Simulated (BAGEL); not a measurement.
# PH (SMILES [PH]): UHF/6-31G(d) (density fitting with cc-pvqz-jkfit, spherical functions)

What is the vertical ionisation energy of PH at UHF/6-31G* (density fitting with cc-pvqz-jkfit, spherical functions)? 

The results are computed with BAGEL 1.2.2.

2 further runs of the same task are left out: 2 set aside as unsound or not needed.

**1. The structure to begin with**

The species is PH (2 atoms), meant as a triplet with charge 0. SMILES: `[PH]`. The shape is that of a PBE0-D4/def2-TZVP optimisation.

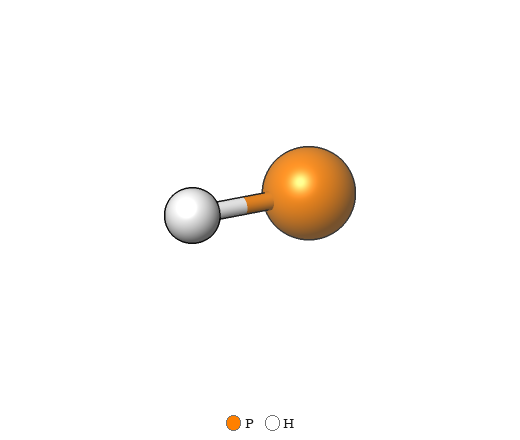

The structure, seen from a chosen angle (phosphorus orange, hydrogen white).

**2. The energy at UHF/6-31G(d) (density fitting with cc-pvqz-jkfit, spherical functions)**

Input file input.json:

```json
{ "bagel": [

{
  "title": "molecule",
  "basis": "6-31gs.json",
  "df_basis": "cc-pvqz-jkfit",
  "angstrom": true,
  "geometry": [
    { "atom": "P", "xyz": [    0.000000,    0.000000,   -0.014610 ] },
    { "atom": "H", "xyz": [    0.000000,    0.000000,    1.413680 ] }
  ]
},
{
  "title": "uhf",
  "nopen": 2
},
{
  "title": "print",
  "file": "orbitals.molden",
  "orbitals": true
}

]}
```

The basis set 6-31G* is read from a file made from the Basis Set Exchange's data (not shown).

Command:

```console
$ BAGEL_NUM_THREADS=1 BAGEL input.json > input.out
```

The log of the run:

```text
* using 1 threads per process

  ===============================================================
  ===============================================================

  *** Geometry ***

  { "atom" : "P", "xyz" : [      0.000000,      0.000000,     -0.027609 ] },
  { "atom" : "H", "xyz" : [      0.000000,      0.000000,      2.671468 ] },

  Number of auxiliary basis functions:      199

  Since a DF basis is specified, we compute 2- and 3-index integrals:
    o Being stored without compression. Storage requirement is 0.001 GB

  Number of basis functions:       20
  Number of electrons      :       16

    * METHOD: MOLECULE                             0.02

  *** Open-shell HF ***

  === Nuclear Repulsion ===
     5.5574555308

      * DIIS with orbital gradients will be used.

  === UHF iteration (6-31gs.json) ===
      0       -341.24781063          0.02106583           0.00
      1       -341.26132107          0.00480862           0.00
      2       -341.26312538          0.00154708           0.00
      3       -341.26357691          0.00024758           0.00
      4       -341.26361572          0.00012075           0.00
      5       -341.26362525          0.00001360           0.00
      6       -341.26362544          0.00000370           0.00
      7       -341.26362550          0.00000212           0.00
      8       -341.26362554          0.00000126           0.00
      9       -341.26362556          0.00000017           0.00
     10       -341.26362556          0.00000008           0.00
     11       -341.26362556          0.00000003           0.00
     12       -341.26362556          0.00000000           0.00
    * SCF iteration converged.

    * S^2 (UHF) is 2.0196

    * Permanent dipole moment:
           (    0.000000,     0.000000,    -0.265898) a.u.

    * METHOD: UHF                                  0.05

    * METHOD: PRINT                                0.00

  ===============================================================
```

Wall time 0.22 s (1 thread of Arm Neoverse V2, shared host).

**3. The doublet cation, same level**

Input file calc.json:

```json
{ "bagel": [

{
  "title": "molecule",
  "basis": "6-31gs.json",
  "df_basis": "cc-pvqz-jkfit",
  "angstrom": true,
  "geometry": [
    { "atom": "P", "xyz": [       0.000000,       0.000000,      -0.014610 ] },
    { "atom": "H", "xyz": [       0.000000,       0.000000,       1.413680 ] }
  ]
},

{
  "title": "uhf",
  "charge": 1,
  "nopen": 1
},

{
  "title": "print",
  "file": "orbitals.molden",
  "orbitals": true
}

]}
```

The basis set 6-31G* is read from a file made from the Basis Set Exchange's data (not shown).

Command:

```console
$ BAGEL_NUM_THREADS=1 BAGEL calc.json > calc.out
```

The log of the run:

```text
* using 1 threads per process

  ===============================================================
  ===============================================================

  *** Geometry ***

  { "atom" : "P", "xyz" : [      0.000000,      0.000000,     -0.027609 ] },
  { "atom" : "H", "xyz" : [      0.000000,      0.000000,      2.671468 ] },

  Number of auxiliary basis functions:      199

  Since a DF basis is specified, we compute 2- and 3-index integrals:
    o Being stored without compression. Storage requirement is 0.001 GB

  Number of basis functions:       20
  Number of electrons      :       16

    * METHOD: MOLECULE                             0.02

  *** Open-shell HF ***

  === Nuclear Repulsion ===
     5.5574555308

      * DIIS with orbital gradients will be used.

  === UHF iteration (6-31gs.json) ===
      0       -340.86492257          0.03335739           0.00
      1       -340.90522601          0.00664274           0.00
      2       -340.90718926          0.00168247           0.00
      3       -340.90752653          0.00027682           0.00
      4       -340.90755678          0.00005856           0.00
      5       -340.90755943          0.00001411           0.00
      6       -340.90755963          0.00000377           0.00
      7       -340.90755965          0.00000061           0.00
      8       -340.90755965          0.00000031           0.00
      9       -340.90755966          0.00000021           0.00
     10       -340.90755966          0.00000002           0.00
     11       -340.90755966          0.00000000           0.00
    * SCF iteration converged.

    * S^2 (UHF) is 0.7605

    * Permanent dipole moment:
           (    0.000000,     0.000000,    -0.321517) a.u.

    * METHOD: UHF                                  0.04

    * METHOD: PRINT                                0.00

  ===============================================================
```

Run time: 0.22 s. Hardware: 1 thread of Arm Neoverse V2, shared host.

**4. What came out**

Level: UHF/6-31G* (density fitting with cc-pvqz-jkfit, spherical functions).

| quantity | value |
| --- | --- |
| triplet PH: total energy | -341.26363 Eh |
| triplet PH: dipole moment | 0.68 D |
| triplet PH: ⟨S²⟩ | 2.020 |
| doublet cation: total energy | -340.90756 Eh |
| doublet cation: ⟨S²⟩ | 0.760 |
| vertical ionisation energy (to the doublet cation) | 9.689 eV |

In words: The vertical ionisation energy comes to 9.69 eV (223 kcal/mol).
